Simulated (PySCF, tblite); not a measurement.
# C4H12OSi3: geometry, infrared bands and NMR shifts

What infrared bands and NMR shifts should C4H12OSi3 (`C=C1CC[SiH2]O[SiH2][SiH2]1`) show?

Programs: tblite 0.8.0 and PySCF 2.14.0, with density-fitted response routines of our own. Each step states its level of theory. These are calculated values for one molecule in the gas phase, unless marked as measured. Atoms are numbered from 0 throughout.

**1. The starting structure**

20 atoms, charge 0, multiplicity 1; geometry from: force field or distance geometry start.

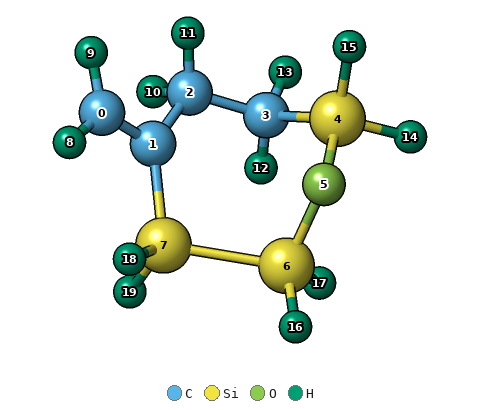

The starting geometry (carbon blue, silicon yellow, oxygen green, hydrogen teal), atoms numbered; sticks join atoms by distance.

**2. Geometry optimisation with GFN2-xTB**

The job: settings as JSON, then the geometry in Å.

```
{"job": {"kind": "relax", "xc": "GFN2-xTB", "basis": "xTB"}, "charge": 0, "multiplicity": 1}
C     -1.676900    -1.259300     1.394800
C     -0.895200    -0.894700     0.382800
C     -1.485300     0.076400    -0.525400
C     -0.511600     0.931500    -1.285200
Si     0.500900     2.060800    -0.236000
O      1.580400     1.307400     0.836500
Si     2.278000    -0.116900     0.177600
Si     0.755300    -1.733600     0.449700
H     -1.399000    -1.968800     2.166400
H     -2.678000    -0.821600     1.462300
H     -2.042900    -0.535400    -1.305000
H     -2.289400     0.680800    -0.029200
H      0.087800     0.274200    -1.928400
H     -1.108600     1.577000    -1.964700
H      1.337200     2.890600    -1.141000
H     -0.290500     3.023400     0.554600
H      3.456800    -0.513400     0.956500
H      2.576800     0.076400    -1.234600
H      0.906100    -2.253600     1.820800
H      0.893000    -2.790500    -0.555400
```

Launch:

```bash
$ OMP_NUM_THREADS=1 python probes_run.py task.json out
```

One launch serves the whole session: the jobs run in the order shown.

Output:

```text
step      E/eV     max force
  0    -652.07354    2.578
  1    -652.34625    1.353
  2    -652.44391    0.800
  3    -652.50723    0.777
  4    -652.60323    0.856
  5    -652.69473    0.548
  6    -652.74539    0.510
  7    -652.78674    0.402
  8    -652.81471    0.337
  9    -652.83709    0.338
 10    -652.85750    0.300
 11    -652.87581    0.310
 12    -652.89037    0.293
 13    -652.90279    0.241
 14    -652.91429    0.254
 15    -652.92501    0.195
 16    -652.93425    0.214
 17    -652.94265    0.212
 18    -652.95182    0.206
 19    -652.96201    0.233
 20    -652.97148    0.234
 21    -652.97880    0.197
 22    -652.98485    0.191
 23    -652.99147    0.168
 24    -652.99986    0.224
 25    -653.00893    0.290
 26    -653.01673    0.265
 27    -653.02319    0.180
 28    -653.02920    0.164
 29    -653.03485    0.139
 30    -653.03960    0.145
 31    -653.04350    0.125
 32    -653.04718    0.167
 33    -653.05102    0.152
 34    -653.05448    0.135
 35    -653.05704    0.114
 36    -653.05890    0.105
 37    -653.06058    0.107
 38    -653.06230    0.094
 39    -653.06480    0.107
 40    -653.06677    0.122
 41    -653.07021    0.147
 42    -653.07343    0.118
 43    -653.07589    0.095
 44    -653.07753    0.116
 45    -653.07943    0.131
 46    -653.08236    0.133
 47    -653.08649    0.156
 48    -653.09081    0.169
 49    -653.09420    0.137
 50    -653.09656    0.164
 51    -653.09826    0.157
 52    -653.10015    0.107
 53    -653.10249    0.076
 54    -653.10396    0.098
 55    -653.10623    0.133
 56    -653.10833    0.127
 57    -653.11046    0.096
 58    -653.11223    0.097
 59    -653.11396    0.094
 60    -653.11577    0.119
 61    -653.11768    0.117
 62    -653.11944    0.135
 63    -653.12114    0.095
 64    -653.12272    0.099
 65    -653.12442    0.089
 66    -653.12597    0.083
 67    -653.12780    0.104
 68    -653.12964    0.107
 69    -653.13161    0.090
 70    -653.13343    0.139
 71    -653.13520    0.126
 72    -653.13701    0.133
 73    -653.13897    0.114
 74    -653.14084    0.118
 75    -653.14219    0.098
 76    -653.14295    0.063
 77    -653.14358    0.053
 78    -653.14436    0.073
 79    -653.14524    0.083
 80    -653.14589    0.057
 81    -653.14625    0.052
 82    -653.14649    0.036
 83    -653.14676    0.043
 84    -653.14706    0.040
 85    -653.14729    0.026
 86    -653.14744    0.040
 87    -653.14758    0.030
 88    -653.14776    0.040
 89    -653.14795    0.032
 90    -653.14808    0.022
 91    -653.14816    0.021
 92    -653.14824    0.023
 93    -653.14834    0.028
 94    -653.14844    0.023
 95    -653.14851    0.015
 96    -653.14854    0.015
 97    -653.14857    0.014
 98    -653.14859    0.013
 99    -653.14861    0.010
```

Run time: 1.8 s. Hardware: 1 thread of Arm Neoverse N1, shared host; peak memory 0.18 GiB.

Relaxation path: (not every step is listed)

```tsv
step	energy from step 0 (eV)	largest force (eV/Å)
0	0.0000	2.5783
1	-0.2727	1.3528
2	-0.3704	0.8003
3	-0.4337	0.7774
4	-0.5297	0.8564
5	-0.6212	0.5480
6	-0.6719	0.5102
7	-0.7132	0.4018
8	-0.7412	0.3367
16	-0.8607	0.2136
24	-0.9263	0.2244
32	-0.9736	0.1674
40	-0.9932	0.1217
48	-1.0173	0.1689
56	-1.0348	0.1266
64	-1.0492	0.0993
72	-1.0635	0.1326
80	-1.0724	0.0574
88	-1.0742	0.0397
94	-1.0749	0.0233
95	-1.0750	0.0153
96	-1.0750	0.0148
97	-1.0750	0.0136
98	-1.0751	0.0127
99	-1.0751	0.0105
```

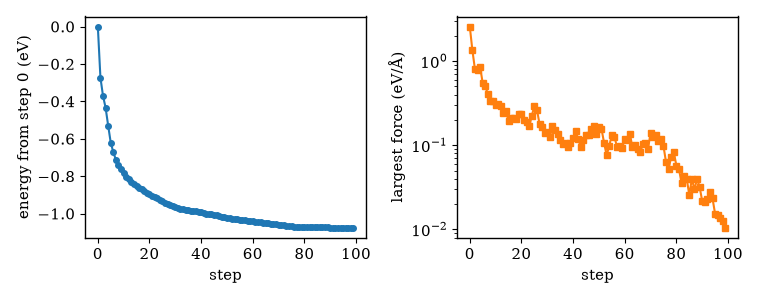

Energy and largest force along the relaxation.

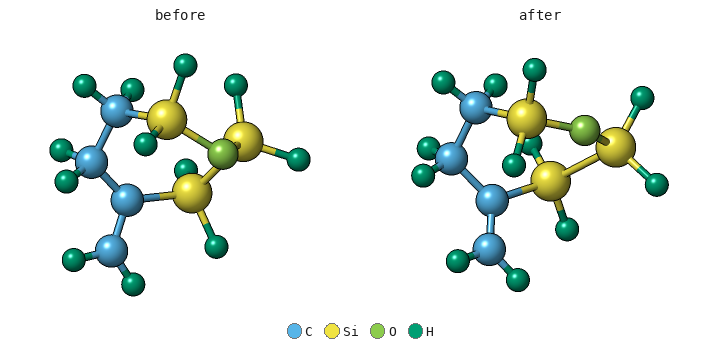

The geometry before (left) and after (right).

Distances of close pairs at the start and the end, largest changes first:

```tsv
bond	before (Å)	after (Å)	change (Å)
O5–Si6	1.717	1.636	-0.082
Si6–Si7	2.237	2.313	+0.075
Si4–O5	1.698	1.623	-0.075
C3–Si4	1.844	1.906	+0.062
C1–C2	1.455	1.503	+0.049
C1–Si7	1.853	1.898	+0.045
C2–H10	1.137	1.096	-0.041
C2–C3	1.502	1.534	+0.032
```

The end geometry stands in the next job.

**3. Vibrational analysis with GFN2-xTB**

The job: settings as JSON, then the geometry in Å.

```
{"job": {"kind": "ir", "xc": "GFN2-xTB", "basis": "xTB"}, "charge": 0, "multiplicity": 1}
C     -1.425692    -0.781242     1.683828
C     -0.929076    -0.848059     0.454648
C     -1.586733    -0.101089    -0.671939
C     -0.642665     0.864606    -1.400203
Si     0.367684     2.018757    -0.268514
O      1.692267     1.221923     0.226744
Si     2.394390    -0.247421     0.381968
Si     0.687234    -1.785915     0.121841
H     -0.975425    -1.309535     2.508415
H     -2.312971    -0.211585     1.921684
H     -1.973264    -0.830176    -1.393144
H     -2.440876     0.460673    -0.282699
H      0.057225     0.284279    -2.007611
H     -1.239022     1.453757    -2.098992
H      0.882379     3.163481    -1.018046
H     -0.367775     2.400450     0.934610
H      3.026325    -0.170759     1.701905
H      3.445961    -0.264705    -0.642923
H      0.749371    -2.913717     1.065068
H      0.585514    -2.393043    -1.219677
```

Output:

```text
mode    cm-1     km/mol
  1      53.8      0.34
  2      66.7      0.81
  3      84.2      2.47
  4     165.1      0.22
  5     177.1      2.31
  6     232.2      0.95
  7     266.8      5.18
  8     320.8     18.40
  9     358.5     39.37
 10     365.4      9.61
 11     449.3     14.46
 12     462.0      8.42
 13     464.9     29.31
 14     524.5     57.76
 15     560.1      7.85
 16     576.8     10.38
 17     599.6     23.97
 18     611.5     63.86
 19     618.2     61.87
 20     647.7    291.17
 21     676.8     32.09
 22     685.3    120.72
 23     723.9    196.20
 24     750.8    135.24
 25     771.5    511.00
 26     787.3    199.28
 27     813.1    230.53
 28     822.6     29.05
 29     905.6     30.00
 30     942.3     18.76
 31     954.9      2.01
 32    1035.8    466.40
 33    1066.9      4.57
 34    1113.0     12.60
 35    1182.0     13.52
 36    1228.8      1.39
 37    1300.7      4.30
 38    1329.3      1.18
 39    1427.9      0.88
 40    1478.7      2.35
 41    1489.7      1.87
 42    1669.7      1.86
 43    2139.9    203.63
 44    2177.1    228.39
 45    2185.1    532.36
 46    2219.5    257.87
 47    2262.3    473.33
 48    2282.1    175.10
 49    2918.6     40.63
 50    2947.4      9.68
 51    2956.5    100.64
 52    2980.8     49.56
 53    3057.2     50.93
 54    3098.2     40.31
```

Run time: 1.9 s. Hardware: 1 thread of Arm Neoverse N1, shared host; peak memory 0.18 GiB.

The strongest bands and the atoms that carry them (share of the mass-weighted mode):

```tsv
cm⁻¹	km/mol	atoms
648	291.2	H18 20 %, H19 11 %, H17 11 %, Si7 11 %
772	511.0	H15 40 %, H14 38 %, Si4 11 %
813	230.5	H19 21 %, H18 19 %
1036	466.4	O5 76 %, Si4 11 %
2177	228.4	H18 57 %, H17 30 %
2185	532.4	H17 54 %, H18 37 %
2220	257.9	H16 86 %, H17 11 %
2262	473.3	H14 65 %, H15 30 %
```

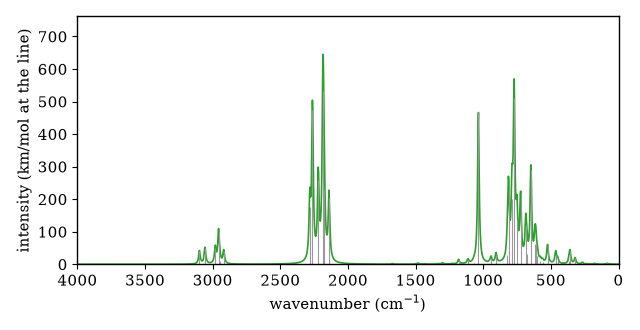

The infrared spectrum from these modes, unscaled. Lines are broadened to a width of 14 cm⁻¹ (Lorentzian).

**4. Shielding tensors: PBE0/pcSseg-1**

Settings changed since step 3:

```diff
@@ -1,2 +1,2 @@
-{"job": {"kind": "ir", "xc": "GFN2-xTB", "basis": "xTB"}, "charge": 0, "multiplicity": 1}
+{"job": {"kind": "nmr", "xc": "PBE0", "basis": "pcSseg-1"}, "charge": 0, "multiplicity": 1}
 C     -1.425692    -0.781242     1.683828
```

With the program's defaults for keys left out, this is: GIAO PBE0/pcSseg-1 NMR shielding, non-relativistic, gas phase.

Output:

```text
coarse grid: 17744 points
cycle   1  E = -1102.5071930250  dE =  8.342e-01  |g| = 8.365e-01  |ddm| = 4.101e+00
cycle   2  E = -1102.2638094697  dE =  2.434e-01  |g| = 1.385e+00  |ddm| = 2.089e+00
cycle   3  E = -1102.6391592985  dE = -3.753e-01  |g| = 1.340e-01  |ddm| = 1.565e+00
cycle   4  E = -1102.6424567675  dE = -3.297e-03  |g| = 5.506e-02  |ddm| = 1.740e-01
cycle   5  E = -1102.6432362926  dE = -7.795e-04  |g| = 8.509e-03  |ddm| = 5.756e-02
cycle   6  E = -1102.6432549332  dE = -1.864e-05  |g| = 1.746e-03  |ddm| = 1.366e-02
cycle   7  E = -1102.6432556944  dE = -7.611e-07  |g| = 4.193e-04  |ddm| = 2.675e-03
final grid: 156288 points
cycle   8  E = -1102.7004903682  dE = -2.955e-05  |g| = 9.882e-03  |ddm| = 3.240e-02
cycle   9  E = -1102.7004681697  dE =  2.220e-05  |g| = 1.447e-02  |ddm| = 2.024e-02
cycle  10  E = -1102.7005109995  dE = -4.283e-05  |g| = 1.425e-03  |ddm| = 1.254e-02
cycle  11  E = -1102.7005114104  dE = -4.109e-07  |g| = 2.569e-04  |ddm| = 1.352e-03
cycle  12  E = -1102.7005114257  dE = -1.530e-08  |g| = 7.927e-05  |ddm| = 3.235e-04
cycle  13  E = -1102.7005114267  dE = -1.047e-09  |g| = 4.751e-05  |ddm| = 1.141e-04
cycle  14  E = -1102.7005114273  dE = -5.748e-10  |g| = 4.685e-06  |ddm| = 4.708e-05
converged SCF energy = -1102.7005114273

GIAO shielding tensors (ppm)
atom      isotropic    diamagn.    paramagn.     s11        s22        s33       span
  0 C       48.090     253.277    -205.187    -67.029     68.580    142.719    209.748
  1 C       33.853     264.830    -230.978    -80.186     16.955    164.789    244.975
  2 C      145.411     245.682    -100.272    133.157    137.750    165.324     32.167
  3 C      169.456     256.397     -86.941    161.408    168.851    178.109     16.701
  4 Si     368.318     879.893    -511.575    320.295    365.062    419.597     99.301
  5 O      323.377     401.864     -78.487    227.592    350.750    391.790    164.199
  6 Si     377.881     879.517    -501.636    321.476    354.447    457.720    136.244
  7 Si     427.313     883.084    -455.771    392.664    409.312    479.964     87.301
  8 H       25.874      31.810      -5.936     22.353     24.334     30.935      8.582
  9 H       25.410      31.828      -6.419     21.388     25.127     29.714      8.327
 10 H       28.707      30.622      -1.915     25.022     26.948     34.152      9.130
 11 H       29.359      32.625      -3.266     25.311     28.489     34.278      8.967
 12 H       30.620      33.718      -3.099     27.504     29.668     34.686      7.182
 13 H       30.794      30.718       0.076     25.685     28.660     38.037     12.352
 14 H       26.672      28.741      -2.069     22.477     24.974     32.564     10.087
 15 H       26.651      30.564      -3.912     23.996     24.688     31.270      7.273
 16 H       26.206      28.747      -2.542     22.623     24.354     31.639      9.016
 17 H       26.117      28.506      -2.389     22.563     24.401     31.387      8.824
 18 H       27.539      30.384      -2.844     24.282     25.546     32.790      8.508
 19 H       27.347      30.450      -3.103     24.115     25.849     32.077      7.962
```

Wall time 1.7 min (1 thread of Arm Neoverse N1, shared host); peak memory 0.98 GiB.

Shifts follow as δ = σ(reference) − σ, with reference shieldings (ppm) from runs at the same level and on the same kind of geometry: ¹H TMS 31.72, ¹³C TMS 186.9, ²⁹Si TMS 349.2, ¹⁷O H2O 336.1. The references are single molecules in the gas phase, so shifts against H2O, NH3, PH3, H3PO4 or CFCl3 are not on the usual liquid scales and can be off by tens of ppm. Atoms listed in one row are averaged.

```tsv
atoms	environment	σ (ppm)	δ (ppm)	δ scaled to CDCl3
C1	fully substituted alkene carbon	33.9	153.1	147.5
C0	terminal =CH2 carbon	48.1	138.8	133.6
C2	allylic sp3 CH2	145.4	41.5	38.6
C3	sp3 CH2 bonded to Si	169.5	17.5	15.1
H9	hydrogen on a terminal =CH2 carbon	25.41	6.31	6.05
H8	hydrogen on a terminal =CH2 carbon	25.87	5.84	5.61
H16, H17	hydrogen on a silicon bonded to O, Si, in a 7-membered ring	26.16	5.56	–
H14, H15	hydrogen on a silicon bonded to C, O, in a 7-membered ring	26.66	5.06	–
H18, H19	hydrogen on a silicon bonded to C, Si, in a 7-membered ring	27.44	4.27	–
H10, H11	hydrogen on an allylic sp3 CH2	29.03	2.68	2.64
H12, H13	hydrogen on an sp3 CH2 bonded to Si	30.71	1.01	1.06
Si4	silicon bonded to C, O, 2 H, in a 7-membered ring	368.3	-19.2	–
Si6	silicon bonded to O, Si, 2 H, in a 7-membered ring	377.9	-28.7	–
Si7	silicon bonded to C, Si, 2 H, in a 7-membered ring	427.3	-78.2	–
O5	oxygen bonded to 2 Si, in a 7-membered ring	323.4	12.7	–
```

The scaled column applies a straight-line fit of computed shieldings to shifts measured in CDCl3 (root-mean-square error 0.16 ppm for H, 1.9 ppm for C).

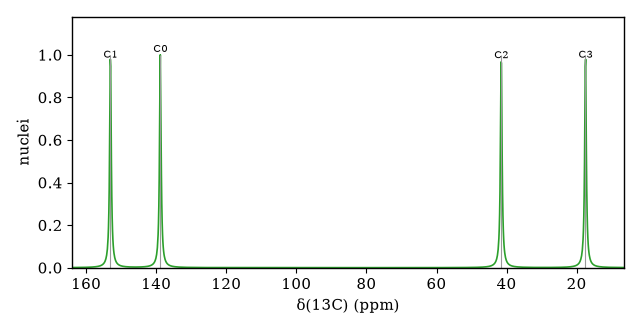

¹³C lines at the computed shifts, without couplings. Lines are broadened to a width of 0.54 ppm (Lorentzian).

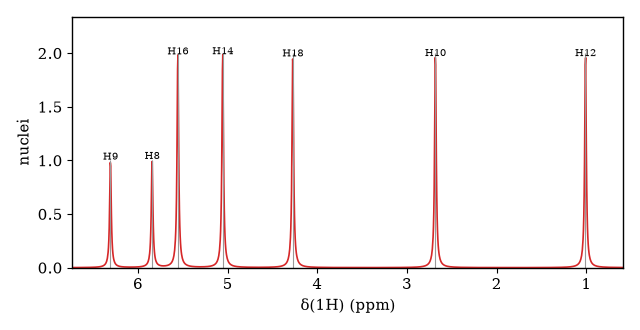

¹H lines at the computed shifts, without couplings. Lines are broadened to a width of 0.02 ppm (Lorentzian).

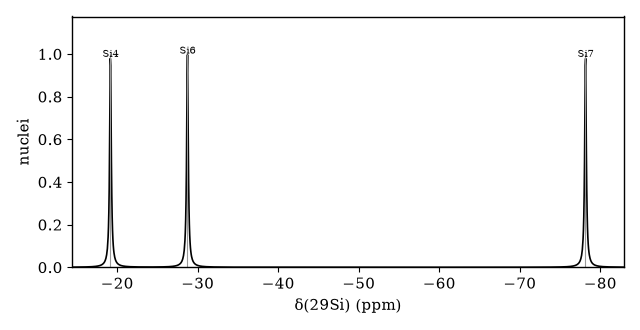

²⁹Si lines at the computed shifts, without couplings. Lines are broadened to a width of 0.24 ppm (Lorentzian).

Charges from the same density, by scheme (e):

```tsv
atoms	Mulliken	IAO	Hirshfeld	ESP fit
C0	-0.06	-0.30	-0.09	-0.49
C1	-0.59	-0.24	-0.08	0.04
C2	-0.09	-0.24	-0.07	-0.16
C3	-0.61	-0.57	-0.16	-0.19
Si4	0.94	1.01	0.40	0.56
O5	-0.74	-0.89	-0.31	-0.43
Si6	0.66	0.73	0.32	0.47
Si7	0.25	0.39	0.23	0.14
```

Hirshfeld charges:

C0 -0.09; C1 -0.08; C2 -0.07; C3 -0.16; Si4 0.40; O5 -0.31; Si6 0.32; Si7 0.23; H8 0.04; H9 0.05; H10 0.04; H11 0.04; H12 0.04; H13 0.04; H14 -0.09; H15 -0.09; H16 -0.08; H17 -0.09; H18 -0.08; H19 -0.08

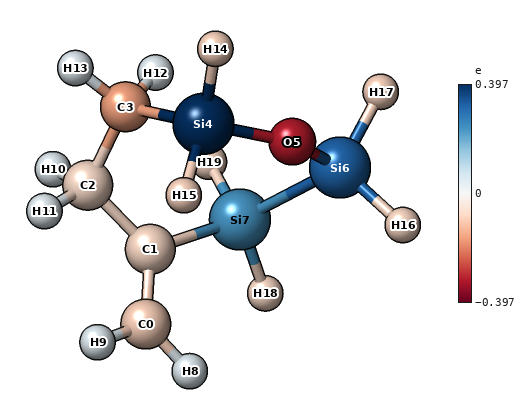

Hirshfeld charges, as colours on the atoms.

Mayer bond orders: C0–C1 1.97, C1–C2 1.01, C2–C3 1.03, C3–Si4 0.88, Si4–O5 0.92, O5–Si6 0.91, Si6–Si7 0.88, Si7–C1 0.83.

Ring of atoms C1, C2, C3, Si4, O5, Si6, Si7: NICS(0) -2.8, NICS(1) -3.4, NICS(1)zz 2.5 ppm (means of both faces).

The fields below are evaluated on a grid from the run's orbitals.

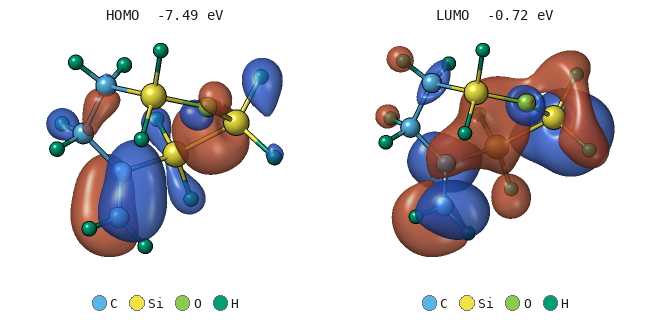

PBE0/pcSseg-1 orbitals near the gap, drawn at the value that encloses 70 % of each; the two colours are the two signs.

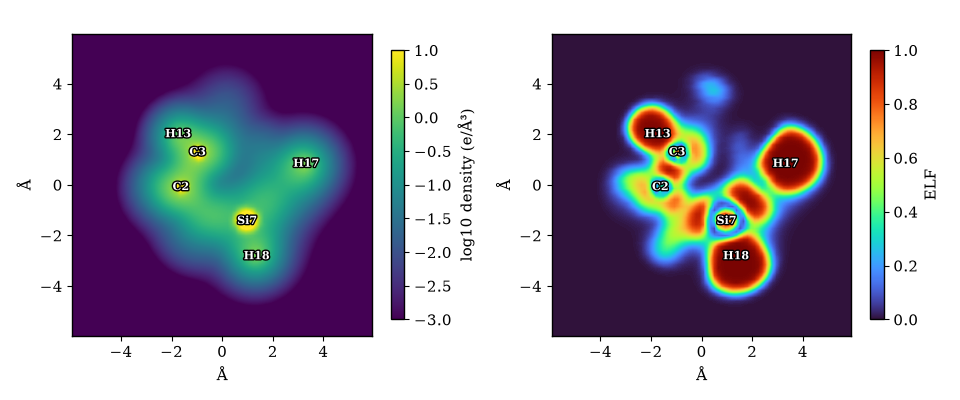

Density (left) and ELF (right) in a plane through or near 6 of the atoms.

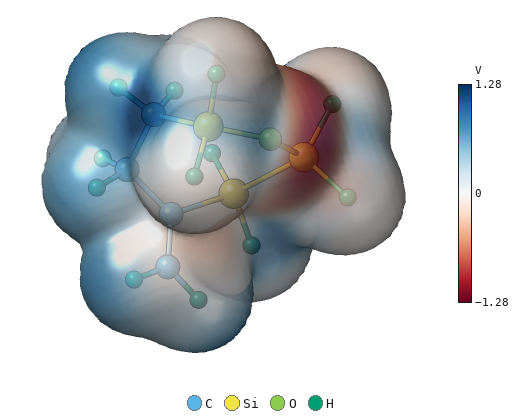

Electrostatic potential on the surface of density 0.002 e/bohr³; red is low, blue high. It runs from -0.99 V near O5 to 1.28 V near Si6.

**5. Results**

| quantity | value |
| --- | --- |
| strongest single infrared mode (GFN2-xTB) | 2185 cm⁻¹, 532 km/mol |
| zero-point energy (GFN2-xTB) | 88.6 kcal/mol |
| ¹³C shifts against TMS (PBE0/pcSseg-1) | 153.1, 138.8, 41.5, 17.5 ppm |
| ¹H shifts against TMS (PBE0/pcSseg-1, means over atoms taken as alike) | 6.31, 5.84, 5.56, 5.06, 4.27, 2.68, 1.01 ppm |
| ²⁹Si shifts against TMS (PBE0/pcSseg-1) | -19.2, -28.7, -78.2 ppm |
| ¹⁷O shifts against H2O (PBE0/pcSseg-1) | 12.7 ppm |
| surface potential, least and greatest | -0.99 V and 1.28 V |

**Reading.** Relaxing lowered the energy by 1.075 eV in 99 steps; the close pair that moved most is O5–Si6, from 1.717 to 1.636 Å. No mode is imaginary among the 54: a minimum at this level. The strongest single mode, at 2185 cm⁻¹, moves mainly H17 and H18. GFN2-xTB is a fitted tight-binding method: band positions and strengths are rough. Its intensities can rank the bands wrongly. C1 (fully substituted alkene carbon) lies farthest downfield among carbon, at 153.1 ppm; the olefinic region. At PBE0/pcSseg-1: Shielding is most anisotropic at C1 (span 245 ppm, paramagnetic term -231 ppm). At PBE0/pcSseg-1, counted by nearest atom on the grid, the HOMO lies on C0, C1 about 25 % each; Si6, Si7 about 10 % each, the LUMO on C0, C1 about 15 % each; Si6 14 %.
